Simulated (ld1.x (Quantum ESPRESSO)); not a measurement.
# Run report: Sn, pseudopotential generation (part 2 of 2)

Continued. System: tin (Sn, Z = 50), core [Kr] 4d10, reference valence 5s2 5p2, valence charge 4. (This line and the method describe the unaltered input from which the odd one was made.) Method: TM potential, PBE, fully relativistic, made with ld1.x (Quantum ESPRESSO) 7.5.

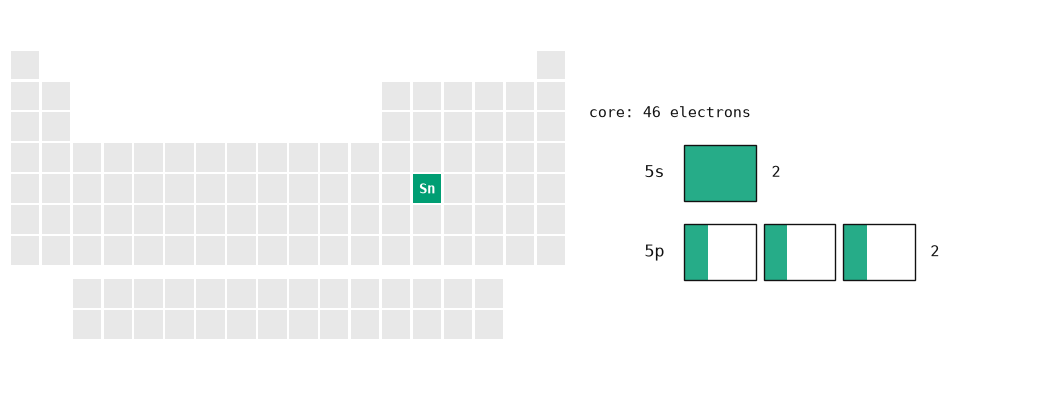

Left, the place of tin in the periodic table; right, the valence shells of the reference configuration: a box for each of the 2l + 1 orbitals, shaded by the share of the shell that is filled, with the electron count at the right. The shells are those of the unaltered input.

The program's output, continued:
```
     ------------------- End of pseudopotential generation -------------------

 state nlj           5           1  0.50000000000000000       not converged
 state nlj           5           1   1.5000000000000000       not converged
 state nlj           5           1  0.50000000000000000       not converged
 state nlj           5           1   1.5000000000000000       not converged
 state nlj           5           1   1.5000000000000000       not converged
 state nlj           5           1   1.5000000000000000       not converged
 state nlj           5           1  0.50000000000000000       not converged
 state nlj           5           1   1.5000000000000000       not converged
 state nlj           5           1   1.5000000000000000       not converged
 state nlj           5           1   1.5000000000000000       not converged
 state nlj           5           1  0.50000000000000000       not converged
 state nlj           5           1   1.5000000000000000       not converged
 state nlj           5           1  0.50000000000000000       not converged
 state nlj           5           1   1.5000000000000000       not converged
 state nlj           5           1   1.5000000000000000       not converged
 state nlj           5           1   1.5000000000000000       not converged
 state nlj           5           1   1.5000000000000000       not converged
 state nlj           5           1  0.50000000000000000       not converged
 state nlj           5           1   1.5000000000000000       not converged
 state nlj           5           1   1.5000000000000000       not converged
 state nlj           5           1  0.50000000000000000       not converged
 state nlj           5           1   1.5000000000000000       not converged
 state nlj           5           1  0.50000000000000000       not converged
 state nlj           5           1   1.5000000000000000       not converged
 state nlj           5           1  0.50000000000000000       not converged
 state nlj           5           1   1.5000000000000000       not converged
 classical turning point too close to mesh           5           1           1
 classical turning point too close to mesh           5           1          -2
 state nlj           5           1  0.50000000000000000       not converged
 state nlj           5           1   1.5000000000000000       not converged
 state nlj           5           1  0.50000000000000000       not converged
 state nlj           5           1   1.5000000000000000       not converged
 state nlj           5           1   1.5000000000000000       not converged
 state nlj           5           1   1.5000000000000000       not converged
 state nlj           5           1  0.50000000000000000       not converged
 state nlj           5           1   1.5000000000000000       not converged
 state nlj           5           1   1.5000000000000000       not converged
 state nlj           5           1   1.5000000000000000       not converged
 state nlj           5           1   1.5000000000000000       not converged
 state nlj           5           1  0.50000000000000000       not converged
 state nlj           5           1   1.5000000000000000       not converged
 state nlj           5           1  0.50000000000000000       not converged
 state nlj           5           1   1.5000000000000000       not converged
 state nlj           5           1   1.5000000000000000       not converged
 state nlj           5           1  0.50000000000000000       not converged
 state nlj           5           1   1.5000000000000000       not converged
 state nlj           5           1  0.50000000000000000       not converged
 state nlj           5           1   1.5000000000000000       not converged
 state nlj           5           1   1.5000000000000000       not converged
 state nlj           5           1  0.50000000000000000       not converged
 state nlj           5           1   1.5000000000000000       not converged
 state nlj           5           1  0.50000000000000000       not converged
 state nlj           5           1   1.5000000000000000       not converged
 state nlj           5           1   1.5000000000000000       not converged
 state nlj           5           1  0.50000000000000000       not converged
 state nlj           5           1   1.5000000000000000       not converged
 state nlj           5           1  0.50000000000000000       not converged
 state nlj           5           1   1.5000000000000000       not converged
 state nlj           5           1   1.5000000000000000       not converged
 state nlj           5           1  0.50000000000000000       not converged
 state nlj           5           1   1.5000000000000000       not converged
 state nlj           5           1  0.50000000000000000       not converged
 state nlj           5           1   1.5000000000000000       not converged
 state nlj           5           1   1.5000000000000000       not converged
 state nlj           5           1  0.50000000000000000       not converged
 state nlj           5           1   1.5000000000000000       not converged
 state nlj           5           1  0.50000000000000000       not converged
 state nlj           5           1   1.5000000000000000       not converged
 state nlj           5           1   1.5000000000000000       not converged
 state nlj           5           1  0.50000000000000000       not converged
 state nlj           5           1   1.5000000000000000       not converged
 state nlj           5           1  0.50000000000000000       not converged
 state nlj           5           1   1.5000000000000000       not converged
 state nlj           5           1   1.5000000000000000       not converged
 state nlj           5           1  0.50000000000000000       not converged
 state nlj           5           1   1.5000000000000000       not converged
 state nlj           5           1  0.50000000000000000       not converged
 state nlj           5           1   1.5000000000000000       not converged
 state nlj           5           1   1.5000000000000000       not converged
 state nlj           5           1  0.50000000000000000       not converged
 state nlj           5           1   1.5000000000000000       not converged
 state nlj           5           1  0.50000000000000000       not converged
 state nlj           5           1   1.5000000000000000       not converged
 state nlj           5           1   1.5000000000000000       not converged
 state nlj           5           1  0.50000000000000000       not converged
 state nlj           5           1   1.5000000000000000       not converged
 state nlj           5           1  0.50000000000000000       not converged
 state nlj           5           1   1.5000000000000000       not converged
 state nlj           5           1   1.5000000000000000       not converged
 state nlj           5           1  0.50000000000000000       not converged
 state nlj           5           1   1.5000000000000000       not converged
 state nlj           5           1  0.50000000000000000       not converged
 state nlj           5           1   1.5000000000000000       not converged
 state nlj           5           1   1.5000000000000000       not converged
 state nlj           5           1  0.50000000000000000       not converged
 state nlj           5           1   1.5000000000000000       not converged
 state nlj           5           1  0.50000000000000000       not converged
 state nlj           5           1   1.5000000000000000       not converged
 state nlj           5           1   1.5000000000000000       not converged
 state nlj           5           1  0.50000000000000000       not converged
 state nlj           5           1   1.5000000000000000       not converged
 state nlj           5           1  0.50000000000000000       not converged
 state nlj           5           1   1.5000000000000000       not converged
 state nlj           5           1   1.5000000000000000       not converged
 state nlj           5           1  0.50000000000000000       not converged
 state nlj           5           1   1.5000000000000000       not converged
 state nlj           5           1  0.50000000000000000       not converged
 state nlj           5           1   1.5000000000000000       not converged
 state nlj           5           1   1.5000000000000000       not converged
 state nlj           5           1  0.50000000000000000       not converged
 state nlj           5           1   1.5000000000000000       not converged
 state nlj           5           1  0.50000000000000000       not converged
 state nlj           5           1   1.5000000000000000       not converged
 state nlj           5           1   1.5000000000000000       not converged
 state nlj           5           1  0.50000000000000000       not converged
 state nlj           5           1   1.5000000000000000       not converged
 state nlj           5           1  0.50000000000000000       not converged
 state nlj           5           1   1.5000000000000000       not converged
 state nlj           5           1   1.5000000000000000       not converged
 state nlj           5           1  0.50000000000000000       not converged
 state nlj           5           1   1.5000000000000000       not converged
 state nlj           5           1  0.50000000000000000       not converged
 state nlj           5           1   1.5000000000000000       not converged
 state nlj           5           1   1.5000000000000000       not converged
 state nlj           5           1  0.50000000000000000       not converged
 state nlj           5           1   1.5000000000000000       not converged
 state nlj           5           1  0.50000000000000000       not converged
 state nlj           5           1   1.5000000000000000       not converged
 state nlj           5           1   1.5000000000000000       not converged
 state nlj           5           1  0.50000000000000000       not converged
 state nlj           5           1   1.5000000000000000       not converged
 state nlj           5           1  0.50000000000000000       not converged
 state nlj           5           1   1.5000000000000000       not converged
 state nlj           5           1   1.5000000000000000       not converged
 state nlj           5           1  0.50000000000000000       not converged
 state nlj           5           1   1.5000000000000000       not converged
 state nlj           5           1  0.50000000000000000       not converged
 state nlj           5           1   1.5000000000000000       not converged
 state nlj           5           1   1.5000000000000000       not converged
 state nlj           5           1  0.50000000000000000       not converged
 state nlj           5           1   1.5000000000000000       not converged
 state nlj           5           1  0.50000000000000000       not converged
 state nlj           5           1   1.5000000000000000       not converged
 state nlj           5           1   1.5000000000000000       not converged
 state nlj           5           1  0.50000000000000000       not converged
 state nlj           5           1   1.5000000000000000       not converged
 state nlj           5           1  0.50000000000000000       not converged
 state nlj           5           1   1.5000000000000000       not converged
 state nlj           5           1   1.5000000000000000       not converged
 state nlj           5           1  0.50000000000000000       not converged
 state nlj           5           1   1.5000000000000000       not converged
 state nlj           5           1  0.50000000000000000       not converged
 state nlj           5           1   1.5000000000000000       not converged
 state nlj           5           1   1.5000000000000000       not converged
 state nlj           5           1  0.50000000000000000       not converged
 state nlj           5           1   1.5000000000000000       not converged
 state nlj           5           1  0.50000000000000000       not converged
 state nlj           5           1   1.5000000000000000       not converged
 state nlj           5           1   1.5000000000000000       not converged
     Message from routine scf:
     warning: convergence not achieved
     --------------------------- All-electron run ----------------------------

     Sn
     dirac relativistic calculation

     atomic number is 49.00
     dft =PBE   lsd =0 sic =0 latt =0  beta=0.20 tr2=1.0E-14
     Exchange-correlation= PBE
                           (   1   4   3   4   0   0   0)
     mesh =1241 r(mesh) = 100.30140 a.u. xmin = -7.00 dx = 0.01250
     1 Ry =  13.60569312 eV, c = 137.03599908

     n l j   nl                  e(Ry)          e(Ha)          e(eV)
     Spin orbit split results
     1 0 0.5 1S 1( 2.00)     -2038.3764     -1019.1882    -27733.5236
     2 0 0.5 2S 1( 2.00)      -304.9131      -152.4566     -4148.5547
     2 1 0.5 2P 1( 2.00)      -284.3227      -142.1613     -3868.4073
     2 1 1.5 2P 1( 4.00)      -268.8235      -134.4118     -3657.5304
     3 0 0.5 3S 1( 2.00)       -57.6693       -28.8346      -784.6302
     3 1 0.5 3P 1( 2.00)       -49.3622       -24.6811      -671.6067
     3 1 1.5 3P 1( 4.00)       -46.5626       -23.2813      -633.5163
     4 0 0.5 4S 1( 2.00)        -8.5494        -4.2747      -116.3201
     4 1 0.5 4P 1( 2.00)        -5.8374        -2.9187       -79.4221
     4 1 1.5 4P 1( 4.00)        -5.3488        -2.6744       -72.7739
     3 2 1.5 3D 1( 4.00)       -31.8758       -15.9379      -433.6924
     3 2 2.5 3D 1( 6.00)       -31.3023       -15.6511      -425.8889
     4 2 1.5 4D 1( 4.00)        -1.1668        -0.5834       -15.8757
     4 2 2.5 4D 1( 6.00)        -1.1037        -0.5519       -15.0167
     5 0 0.5 5S 1( 2.00)        -0.3773        -0.1886        -5.1329
     5 1 0.5 5P 1( 0.67)        -0.0002        -0.0001        -0.0028
     5 1 1.5 5P 1( 1.33)        -0.0111        -0.0055        -0.1510
     Averaged results
     1 0     1S 1( 2.00)     -2038.3764     -1019.1882    -27733.5236
     2 0     2S 1( 2.00)      -304.9131      -152.4566     -4148.5547
     2 1     2P 1( 6.00)      -273.9899      -136.9950     -3727.8227
     3 0     3S 1( 2.00)       -57.6693       -28.8346      -784.6302
     3 1     3P 1( 6.00)       -47.4958       -23.7479      -646.2131
     4 0     4S 1( 2.00)        -8.5494        -4.2747      -116.3201
     4 1     4P 1( 6.00)        -5.5117        -2.7558       -74.9900
     3 2     3D 1(10.00)       -31.5317       -15.7658      -429.0103
     4 2     4D 1(10.00)        -1.1290        -0.5645       -15.3603
     5 0     5S 1( 2.00)        -0.3773        -0.1886        -5.1329
     5 1     5P 1( 2.00)        -0.0075        -0.0037        -0.1016

     final scf error:  2.3E-01 reached in 201 iterations

     Etot =  -11741.137213 Ry,   -5870.568607 Ha, -159746.309842 eV

     Ekin =   12388.020672 Ry,    6194.010336 Ha,  168547.607668 eV
     Encl =  -28539.710360 Ry,  -14269.855180 Ha, -388302.540977 eV
     Eh   =    4730.148410 Ry,    2365.074205 Ha,   64356.947694 eV
     Exc  =    -319.595936 Ry,    -159.797968 Ha,   -4348.324227 eV

     normalization and overlap integrals

     s(1S/1S) =  1.000000  <r> =   0.0297  <r2> =    0.0012  r(max) =   0.0192
     s(2S/2S) =  1.000000  <r> =   0.1281  <r2> =    0.0194  r(max) =   0.1090
     s(2P/2P) =  1.000000  <r> =   0.1085  <r2> =    0.0145  r(max) =   0.0838
     s(2P/2P) =  1.000000  <r> =   0.1137  <r2> =    0.0158  r(max) =   0.0881
     s(3S/3S) =  1.000000  <r> =   0.3483  <r2> =    0.1389  r(max) =   0.3153
     s(3P/3P) =  1.000000  <r> =   0.3394  <r2> =    0.1339  r(max) =   0.3037
     s(3P/3P) =  1.000000  <r> =   0.3505  <r2> =    0.1426  r(max) =   0.3114
     s(4S/4S) =  1.000000  <r> =   0.8481  <r2> =    0.8146  r(max) =   0.7658
     s(4P/4P) =  1.000000  <r> =   0.9013  <r2> =    0.9296  r(max) =   0.7951
     s(4P/4P) =  1.000000  <r> =   0.9317  <r2> =    0.9937  r(max) =   0.8255
     s(3D/3D) =  1.000000  <r> =   0.3223  <r2> =    0.1235  r(max) =   0.2581
     s(3D/3D) =  1.000000  <r> =   0.3258  <r2> =    0.1261  r(max) =   0.2581
     s(4D/4D) =  1.000000  <r> =   1.1738  <r2> =    1.6574  r(max) =   0.9237
     s(4D/4D) =  1.000000  <r> =   1.1909  <r2> =    1.7084  r(max) =   0.9354
     s(5S/5S) =  1.000000  <r> =   2.6678  <r2> =    8.2463  r(max) =   2.1612
     s(5P/5P) =  1.000000  <r> =   4.2138  <r2> =   22.4680  r(max) =   2.8811
     s(5P/5P) =  0.000000  <r> =   0.0000  <r2> =    0.0000  r(max) = 100.3014

     ------------------------ End of All-electron run ------------------------

     Computing logarithmic derivative in   2.59075
     Message from routine find_coeff:
     giving up minimization, the error is still        NaN
     Message from routine run_pseudo:
     Warning: convergence not achieved
     Computing logarithmic derivative in   2.59075
     Computing the partial wave expansion
     R is outside the sphere for l=    0 j= 0.50
       no projector for channel:   1
       no projector for channel:   1

     ---------------------- Testing the pseudopotential ----------------------

     Sn
     dirac relativistic calculation

     atomic number is 49.00   valence charge is  3.00
     dft =PBE   lsd =0 sic =0 latt =0  beta=0.20 tr2=1.0E-14
     mesh =1241 r(mesh) = 100.30140 xmin = -7.00 dx = 0.01250

     n l  j  nl             e AE (Ry)       e PS (Ry)    De AE-PS (Ry)
     1 0 0.5 5S   1( 2.00)       -0.37726       -0.37726        0.00000
     2 1 0.5 5P   1( 0.67)       -0.00021       -0.00021        0.00000
     2 1 1.5 5P   1( 1.33)       -0.01110       -0.01110        0.00000

     eps =     NaN  iter =201

     Etot =  -11741.137213 Ry,   -5870.568607 Ha, -159746.309842 eV
     Etotps =          NaN Ry,            NaN Ha,            NaN eV

     Ekin =            NaN Ry,            NaN Ha,            NaN eV
     Encl =            NaN Ry,            NaN Ha,            NaN eV
     Ehrt =       0.000000 Ry,       0.000000 Ha,       0.000000 eV
     Ecxc =     -13.083573 Ry,      -6.541787 Ha,    -178.011079 eV
     (Ecc =     -13.083573 Ry,      -6.541787 Ha,    -178.011079 eV)

     ---------------------- End of pseudopotential test ----------------------
```

Outcome:

- outcome: not converged
- hardware: 1 CPU thread, shared host
- wall time: 5.2 s

Diagnosis:

The input is odd on purpose: nuclear charge changed by -1 with the same configuration. The pseudo-atom did not reach self-consistency.
